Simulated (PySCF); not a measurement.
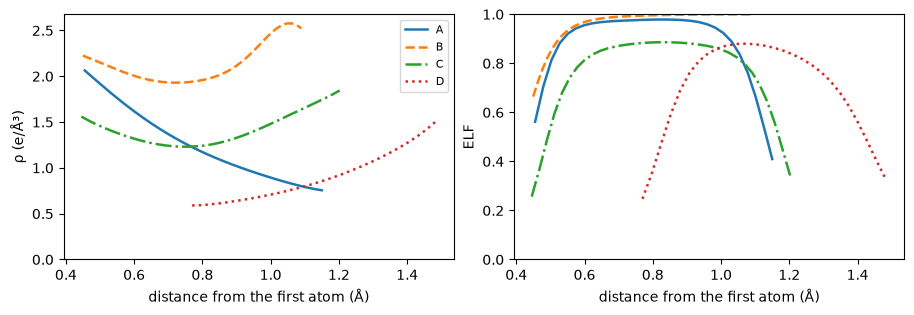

Figure 1: CH3BrCl2Si. Electron density and electron localisation function along straight lines between neighbouring atoms. The curves leave out the atomic cores.

Geometry: GFN2-xTB.

Method: PySCF 2.14.0, CAM-B3LYP/def2-SVPD, SCF density, gas phase.

Input

```
{"job": {"kind": "uv", "xc": "CAM-B3LYP", "basis": "def2-SVPD", "nstates": 8, "ntriplets": 3}, "charge": 0, "multiplicity": 1}
Cl     1.416761    -1.824076     0.162834
C      0.935667    -0.135998    -0.140041
Cl     1.741163     0.943252     1.030318
Si    -0.964616    -0.004811     0.072658
Br    -1.563905     1.934961    -0.773637
H      1.317261     0.129624    -1.125663
H     -1.592474    -1.034647    -0.737921
H     -1.280801     0.001108     1.486887
```

Run with:

```sh
OMP_NUM_THREADS=1 python probes_run.py task.json out
```

Which curve belongs to which contact (C–Cl, C–H, C–Si and Si–Br)? The first atom named is at distance zero.

Answer. Curve A: C–Si (1.92 Å): the density is about 0.94 e/Å³ at the midpoint; the ELF peaks at about 1 between the atoms: localised, covalent bonding. Curve B: C–H (1.09 Å): ρ is about 2.1 e/Å³ halfway; the ELF climbs to about 1 towards the hydrogen, as it does in any bond to H: a covalent bond by its length. Curve C: C–Cl (1.78 Å): ρ is about 1.3 e/Å³ halfway; the ELF peaks at about 0.90 between the atoms (a shared electron pair). Curve D: Si–Br (2.20 Å): ρ is about 0.8 e/Å³ halfway; the ELF peaks at about 0.90 between the atoms (a polar covalent bond).
